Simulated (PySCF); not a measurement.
**[PbBr2]2+: how settings move a single point**

Which settings matter for [PbBr2]2+? Each run alters one on purpose. It is a constructed species; whether it can be made isn't addressed.

Computed with PySCF 2.14.0. Level: TPSS, Pb def2-SVP with ECP60, Br def2-SVP; scalar-relativistic core potentials, no spin–orbit coupling.

3 further runs of the same task are left out: 2 for a known fault of the program, 1 that didn't finish.

## (1) Starting geometry

3 atoms, charge 2, spin multiplicity 1.

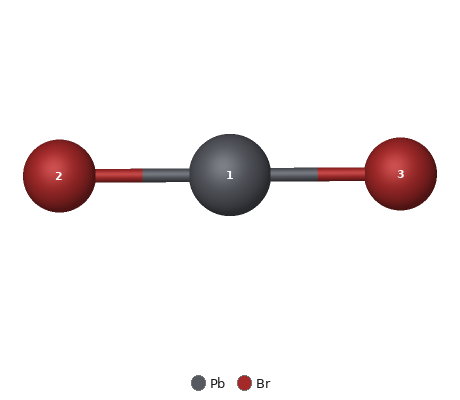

The structure; lead dark grey, bromine red; atoms are numbered from 1 in the order of the file.

Coordinates:

```xyz
3
Br2Pb
Pb    0.00000    0.00000    0.00000
Br    0.00000    0.00000    2.48694
Br    0.00000    0.00000   -2.48694
```

Formal oxidation states: Pb +4. An earlier session relaxed this geometry at TPSS, Pb def2-SVP with ECP60, Br def2-SVP (singlet, point group D∞h).

The sound run used a (50, 194) grid (finer on f atoms), a threshold of 1e-8 and at most 55 cycles, and ended at -5339.546480 Eh.

## (2) Try 1

run.py (the lines that set the calculation)

```python
mol = gto.M(atom='''
Pb     0.00000     0.00000     0.00000
Br     0.00000     0.00000     2.48694
Br     0.00000     0.00000    -2.48694''',
    basis={'Pb': 'def2-SVP', 'Br': 'def2-SVP'},
    ecp={'Pb': 'def2-SVP'},
    charge=2, spin=0)
mf = dft.RKS(mol, xc='TPSS')
mf.grids.atom_grid = (50, 194)
mf = mf.density_fit()  # fitting sets: Pb def2-universal-JKFIT, Br def2-universal-JKFIT
mf.conv_tol = 1e-08; mf.max_cycle = 55
mf.kernel(dm0)  # dm0: smeared density
```

Command:

```
$ OMP_NUM_THREADS=2 python run.py
```

The log of the run:

```text
init E= -5339.47875365983
  HOMO = -0.696433945379471  LUMO = -0.639220774127622  gap/eV = 1.55685
cycle= 1 E= -5339.54218429603  delta_E= -0.0634  |g|= 0.104  |ddm|= 1.33
  HOMO = -0.681841692420746  LUMO = -0.64741894251318  gap/eV = 0.93669
cycle= 2 E= -5339.52817847557  delta_E= 0.014  |g|= 0.22  |ddm|= 0.547
  HOMO = -0.691888127041768  LUMO = -0.650870831844218  gap/eV = 1.11614
cycle= 3 E= -5339.54625398288  delta_E= -0.0181  |g|= 0.0296  |ddm|= 0.388
  HOMO = -0.691682413483206  LUMO = -0.649692285457014  gap/eV = 1.14261
cycle= 4 E= -5339.54647450689  delta_E= -0.000221  |g|= 0.00426  |ddm|= 0.036
  HOMO = -0.691197974297049  LUMO = -0.649087364431683  gap/eV = 1.14589
cycle= 5 E= -5339.54647958991  delta_E= -5.08e-06  |g|= 0.00137  |ddm|= 0.00661
  HOMO = -0.691296462864413  LUMO = -0.649190196697683  gap/eV = 1.14577
cycle= 6 E= -5339.54647997964  delta_E= -3.9e-07  |g|= 0.00015  |ddm|= 0.00171
  HOMO = -0.691317125530948  LUMO = -0.649210831408619  gap/eV = 1.14577
cycle= 7 E= -5339.5464799884  delta_E= -8.76e-09  |g|= 1.86e-05  |ddm|= 0.00027
  HOMO = -0.691311505399897  LUMO = -0.649206113272576  gap/eV = 1.14575
Extra cycle  E= -5339.54647998798  delta_E= 4.2e-10  |g|= 3.77e-05  |ddm|= 8.35e-05
converged SCF energy = -5339.54647998798
```

Run time: 2.9 s. Hardware: 2 threads of Arm Neoverse V1, shared host.

Changed: the starting guess (smeared density). It converges in 7 cycles, at the sound run's energy within 0.001 eV, with a largest force component of 0.01 eV/Å. The result survives the change.

## (3) Try 2

run.py (the lines that set the calculation): that of step 2 with these lines changed.

```diff
@@ -8,5 +8,5 @@
 mf = dft.RKS(mol, xc='TPSS')
-mf.grids.atom_grid = (50, 194)
+mf.grids.atom_grid = (40, 110)
 mf = mf.density_fit()  # fitting sets: Pb def2-universal-JKFIT, Br def2-universal-JKFIT
 mf.conv_tol = 1e-08; mf.max_cycle = 55
-mf.kernel(dm0)  # dm0: smeared density
+mf.kernel(dm0)  # dm0: free metal ions and neutral atoms
```

Command:

```
$ OMP_NUM_THREADS=2 python run.py
```

The log of the run:

```text
init E= -5339.22728999883
  HOMO = -0.702262633694748  LUMO = -0.650404779702981  gap/eV = 1.41112
cycle= 1 E= -5339.26402273221  delta_E= -0.0367  |g|= 0.927  |ddm|= 2.85
  HOMO = -0.763735599357689  LUMO = -0.618727801653819  gap/eV = 3.94586
cycle= 2 E= -5338.56904080833  delta_E= 0.695  |g|= 1.67  |ddm|= 3.75
  HOMO = -0.687498727934241  LUMO = -0.642268796170634  gap/eV = 1.23077
cycle= 3 E= -5339.53836561477  delta_E= -0.969  |g|= 0.0803  |ddm|= 2.66
  HOMO = -0.692578733862113  LUMO = -0.649875903491719  gap/eV = 1.16200
cycle= 4 E= -5339.53991799483  delta_E= -0.00155  |g|= 0.0369  |ddm|= 0.145
  HOMO = -0.69080857624248  LUMO = -0.649132749831618  gap/eV = 1.13406
cycle= 5 E= -5339.54025777073  delta_E= -0.00034  |g|= 0.007  |ddm|= 0.05
  HOMO = -0.691482412807869  LUMO = -0.649604711935311  gap/eV = 1.13955
cycle= 6 E= -5339.54026702883  delta_E= -9.26e-06  |g|= 0.0011  |ddm|= 0.00805
  HOMO = -0.691444625594399  LUMO = -0.649468492895734  gap/eV = 1.14223
cycle= 7 E= -5339.54026729498  delta_E= -2.66e-07  |g|= 0.000488  |ddm|= 0.00275
  HOMO = -0.691399969984239  LUMO = -0.649441463516531  gap/eV = 1.14175
cycle= 8 E= -5339.54026739764  delta_E= -1.03e-07  |g|= 3.23e-05  |ddm|= 0.000895
  HOMO = -0.691406682927286  LUMO = -0.649448528820984  gap/eV = 1.14174
cycle= 9 E= -5339.54026739792  delta_E= -2.76e-10  |g|= 1.93e-06  |ddm|= 5.91e-05
  HOMO = -0.691406320020745  LUMO = -0.649448296232237  gap/eV = 1.14174
Extra cycle  E= -5339.54026739792  delta_E= -1.82e-12  |g|= 4.43e-06  |ddm|= 9.63e-06
converged SCF energy = -5339.54026739792
```

It took 2.8 s on 2 threads of Arm Neoverse V1, shared host.

Changed: the integration grid, to (40, 110). It converges in 9 cycles, +0.169 eV from the sound run, with a largest force component of 0.03 eV/Å. The setting is unsound, so these numbers aren't the compound's.

## (4) Try 3

run.py (the lines that set the calculation): that of step 3 with these lines changed.

```diff
@@ -8,5 +8,5 @@
 mf = dft.RKS(mol, xc='TPSS')
-mf.grids.atom_grid = (40, 110)
+mf.grids.atom_grid = (50, 194)
 mf = mf.density_fit()  # fitting sets: Pb def2-universal-JKFIT, Br def2-universal-JKFIT
-mf.conv_tol = 1e-08; mf.max_cycle = 55
+mf.conv_tol = 1e-06; mf.max_cycle = 55
 mf.kernel(dm0)  # dm0: free metal ions and neutral atoms
```

Command:

```
$ OMP_NUM_THREADS=2 python run.py
```

The log of the run:

```text
init E= -5339.23301053112
  HOMO = -0.702442553707317  LUMO = -0.650323296232215  gap/eV = 1.41824
cycle= 1 E= -5339.27105983672  delta_E= -0.038  |g|= 0.926  |ddm|= 2.85
  HOMO = -0.763372552399059  LUMO = -0.618618236672674  gap/eV = 3.93897
cycle= 2 E= -5338.57830168725  delta_E= 0.693  |g|= 1.67  |ddm|= 3.75
  HOMO = -0.687348906954434  LUMO = -0.641995439557451  gap/eV = 1.23413
cycle= 3 E= -5339.54459352577  delta_E= -0.966  |g|= 0.0802  |ddm|= 2.65
  HOMO = -0.69252911520491  LUMO = -0.649658772004709  gap/eV = 1.16656
cycle= 4 E= -5339.54612824547  delta_E= -0.00153  |g|= 0.0371  |ddm|= 0.145
  HOMO = -0.690712305828069  LUMO = -0.648888450159244  gap/eV = 1.13809
cycle= 5 E= -5339.54647031543  delta_E= -0.000342  |g|= 0.00702  |ddm|= 0.0503
  HOMO = -0.691387929315443  LUMO = -0.649363096189027  gap/eV = 1.14355
cycle= 6 E= -5339.54647961136  delta_E= -9.3e-06  |g|= 0.0011  |ddm|= 0.00807
  HOMO = -0.691352350225486  LUMO = -0.649228467657982  gap/eV = 1.14625
cycle= 7 E= -5339.54647988538  delta_E= -2.74e-07  |g|= 0.000488  |ddm|= 0.00277
  HOMO = -0.691252549599912  LUMO = -0.649180397898309  gap/eV = 1.14484
Extra cycle  E= -5339.54647945714  delta_E= 4.28e-07  |g|= 0.00118  |ddm|= 0.00287
converged SCF energy = -5339.54647945714
```

Wall time 2.8 s (2 threads of Arm Neoverse V1, shared host).

Changed: the SCF threshold (1e-06). It converges in 7 cycles, at the sound run's energy within 0.001 eV, with a largest force component of 0.01 eV/Å. The result survives the change.

## (5) Try 4

run.py (the lines that set the calculation)

```python
mol = gto.M(atom='''
Pb     0.00000     0.00000     0.00000
Br     0.00000     0.00000     2.48694
Br     0.00000     0.00000    -0.80000''',
    basis={'Pb': 'def2-SVP', 'Br': 'def2-SVP'},
    ecp={'Pb': 'def2-SVP'},
    charge=2, spin=0)
mf = dft.RKS(mol, xc='TPSS')
mf.grids.atom_grid = (50, 194)
mf = mf.density_fit()  # fitting sets: Pb def2-universal-JKFIT, Br def2-universal-JKFIT
mf.conv_tol = 1e-08; mf.max_cycle = 66
mf.kernel(dm0)  # dm0: free metal ions and neutral atoms
```

Command:

```
$ OMP_NUM_THREADS=2 python run.py
```

The log of the run:

```text
init E= -5339.01804314585
  HOMO = -0.707372027768353  LUMO = -0.522923444128329  gap/eV = 5.01910
cycle= 1 E= -5312.8983331714  delta_E= 26.1  |g|= 0.808  |ddm|= 15.1
  HOMO = -0.596479567308788  LUMO = -0.496633593329597  gap/eV = 2.71695
cycle= 2 E= -5312.92914724308  delta_E= -0.0308  |g|= 0.449  |ddm|= 3.98
  HOMO = -0.668039544324302  LUMO = -0.488913638836106  gap/eV = 4.87426
cycle= 3 E= -5312.95842684548  delta_E= -0.0293  |g|= 0.268  |ddm|= 2.23
  HOMO = -0.636345235025183  LUMO = -0.499758558270852  gap/eV = 3.71671
cycle= 4 E= -5312.97764168174  delta_E= -0.0192  |g|= 0.0792  |ddm|= 0.923
  HOMO = -0.641360861224844  LUMO = -0.493982085605389  gap/eV = 4.01038
cycle= 5 E= -5312.97923081419  delta_E= -0.00159  |g|= 0.0343  |ddm|= 0.266
  HOMO = -0.638486604212032  LUMO = -0.495903494187567  gap/eV = 3.87988
cycle= 6 E= -5312.97969173106  delta_E= -0.000461  |g|= 0.0043  |ddm|= 0.104
  HOMO = -0.638823153574615  LUMO = -0.496152336175876  gap/eV = 3.88227
cycle= 7 E= -5312.97969528312  delta_E= -3.55e-06  |g|= 0.00166  |ddm|= 0.0102
  HOMO = -0.638891662765874  LUMO = -0.496029661282432  gap/eV = 3.88747
cycle= 8 E= -5312.97969617875  delta_E= -8.96e-07  |g|= 0.000122  |ddm|= 0.00411
  HOMO = -0.638891817417126  LUMO = -0.496012278654576  gap/eV = 3.88795
cycle= 9 E= -5312.97969618357  delta_E= -4.82e-09  |g|= 1.78e-05  |ddm|= 0.000332
  HOMO = -0.638890149507515  LUMO = -0.496013868937737  gap/eV = 3.88786
Extra cycle  E= -5312.97969618342  delta_E= 1.49e-10  |g|= 2.51e-05  |ddm|= 0.000118
converged SCF energy = -5312.97969618342
```

It took 4.1 s on 2 threads of Arm Neoverse V1, shared host.

Changed: one atom's place (atom 3 put 0.8 Å from the metal); the cycle limit is 66. It converges in 9 cycles, +722.919 eV from the sound run, with a largest force component of 3625.93 eV/Å. The setting is unsound, so these numbers aren't the compound's.

## (6) Results

| run | changed | ending | energy change (eV) | cycles | time | usable |
| --- | --- | --- | --- | --- | --- | --- |
| 1 | the starting guess | converged | 0.000 | 7 | 2.9 s | yes |
| 2 | the integration grid | converged | +0.169 | 9 | 2.8 s | no |
| 3 | the SCF threshold | converged | 0.000 | 7 | 2.8 s | yes |
| 4 | one atom's place | converged | +722.919 | 9 | 4.1 s | no |

2 of 4 altered runs give a usable result. 2 ended normally with numbers unfit to quote.
